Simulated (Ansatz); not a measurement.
# CCSD/def2-SVPD run of C2HBF2 (SMILES C#CB(F)F)

Aim: the energy change on altering one bond length of C2HBF2 at CCSD/def2-SVPD, from 2 runs. 

The results are computed with Ansatz 0.2.0.

36 further runs of the same task are left out: 36 set aside as unsound or not needed.

## (1) The structure to begin with

C2HBF2: 6 atoms, total charge 0, spin state singlet. As SMILES, `C#CB(F)F`. Geometry: relaxed at PBE0-D4/def2-TZVP.

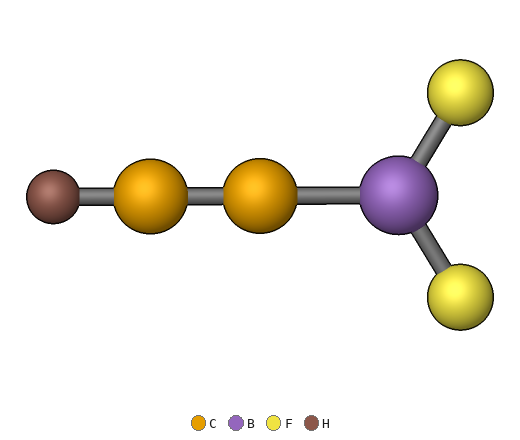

Viewed from a chosen angle; carbon amber, boron purple, fluorine yellow, hydrogen brown.

## (2) The energy at CCSD/def2-SVPD

Input file input.yaml:

```yaml
basis:
  gaussian:
    orbitals: def2-SVPD
crystal:
  periodic: [false, false, false]
  atoms:
    - {symbol: C, position_ang: [-0.883700, 0.450800, 1.253400]}
    - {symbol: C, position_ang: [-0.218600, 0.106200, 0.311700]}
    - {symbol: B, position_ang: [0.622000, -0.329200, -0.878400]}
    - {symbol: F, position_ang: [0.153600, -1.179500, -1.766600]}
    - {symbol: F, position_ang: [1.841700, 0.131700, -1.054100]}
    - {symbol: H, position_ang: [-1.473000, 0.756000, 2.087900]}
correlation:
  method: ccsd
  frozen_orbitals: {B: 1, C: 1, F: 1, H: 0}
accuracy: high
scf:
  omitted_lower_state_checks: [cluster_reference, increment]
```

Run with:

```
ansatz run input.yaml --threads 1 --pin off --max-ram 3480MiB --events-out events.jsonl --progress --plain --runs-dir runs
```

The program printed, cut to the lines that bear on the results:

```text
Warning: RAYON_NUM_THREADS=1 ignored (pool sized by the plan → 1); use --threads N
Functional definition: HF
  name "HF"
[...]
2205 factors; integrals over basis functions are off by at most 3.2e-9 eV
[...]
mean field -8156.02405952 eV, -299.7283558356 hartree, gradient 8.7e-9 eV, S^2 0.000000; 0 other end points of the search recorded, 0 dependent functions left out
5 core orbitals not correlated: weight in the atoms' cores, before any rotation towards them, 1.000 or more for the frozen orbitals, at most 0.000 for the correlated occupied ones
reference -8156.02405952 eV, -299.7283558356 hartree; 13, 13 occupied and 96, 96 virtual orbitals, 2205 factors
second order -19.52891684 eV of doubles, -0.00000000 eV of singles
cycle   1  -19.32970276 eV  change    2.0e-1 eV  update   1.1e-1
[...]
cycle  21  -19.95038797 eV  change   2.6e-10 eV  update   1.3e-9
Total energy: -8175.97444749 eV, -300.4615190708 hartree
Checks for a lower state left out: cluster_reference, increment
```

It took 40 s on 1 thread of Arm Neoverse V1, shared host; peak memory 1.1 GiB.

## (3) The distorted shape at the same level

Input file molecule.yaml:

```yaml
basis:
  gaussian:
    orbitals: def2-SVPD
crystal:
  periodic: [false, false, false]
  atoms:
    - {symbol: C, position_ang: [-1.303975, 0.668487, 1.848414]}
    - {symbol: C, position_ang: [-0.638875, 0.323887, 0.906714]}
    - {symbol: B, position_ang: [0.622000, -0.329200, -0.878400]}
    - {symbol: F, position_ang: [0.153600, -1.179500, -1.766600]}
    - {symbol: F, position_ang: [1.841700, 0.131700, -1.054100]}
    - {symbol: H, position_ang: [-1.893275, 0.973687, 2.682914]}
correlation:
  method: ccsd
  frozen_orbitals: {B: 1, C: 1, F: 1, H: 0}
accuracy: high
scf:
  omitted_lower_state_checks: [cluster_reference, increment]
```

Run with:

```
ansatz run molecule.yaml --threads 1 --pin off --max-ram 3480MiB --events-out events.jsonl --progress --plain --runs-dir runs
```

The program printed, cut to the lines that bear on the results:

```text
Warning: RAYON_NUM_THREADS=1 ignored (pool sized by the plan → 1); use --threads N
[... 2 set-up lines as earlier in the session ...]
[...]
2216 factors; integrals over basis functions are off by at most 2.8e-9 eV
[...]
mean field -8152.66657121 eV, -299.6049704162 hartree, gradient 9.6e-8 eV, S^2 0.000000; 0 other end points of the search recorded, 0 dependent functions left out; unrestricted orbitals would lower it
5 core orbitals not correlated: weight in the atoms' cores, before any rotation towards them, 1.000 or more for the frozen orbitals, at most 0.000 for the correlated occupied ones
reference -8152.66657121 eV, -299.6049704162 hartree; 13, 13 occupied and 96, 96 virtual orbitals, 2216 factors
second order -19.77469968 eV of doubles, -0.00000000 eV of singles
cycle   1  -19.53037656 eV  change    2.4e-1 eV  update   1.2e-1
[...]
cycle  22  -20.25669207 eV  change   -1.4e-9 eV  update   2.2e-9
Total energy: -8172.92326328 eV, -300.3493901193 hartree
Checks for a lower state left out: cluster_reference, increment
```

Run time: 42 s. Hardware: 1 thread of Arm Neoverse V1, shared host; peak memory 1.1 GiB.

## (4) What came out

At CCSD/def2-SVPD, 5 core orbitals frozen:

| quantity | value |
| --- | --- |
| first shape: total energy | -300.46152 Eh |
| first shape: correlation energy (5 core orbitals frozen) | -733.2 mEh |
| first shape: T1 diagnostic | 0.015 |
| distorted shape: total energy | -300.34939 Eh |
| distorted shape: correlation energy (5 core orbitals frozen) | -744.4 mEh |
| distorted shape: T1 diagnostic | 0.016 |
| energy change with the C2–B3 bond stretched from 1.521 to 2.281 Å | 3.051 eV |

In words: With the C2–B3 bond stretched from 1.521 to 2.281 Å the energy rises by 3.05 eV (70 kcal/mol). The first shape isn't relaxed at this level, so the change isn't measured from a minimum. The restricted solution (distorted shape) is unstable to spin breaking: an unrestricted one lies lower.
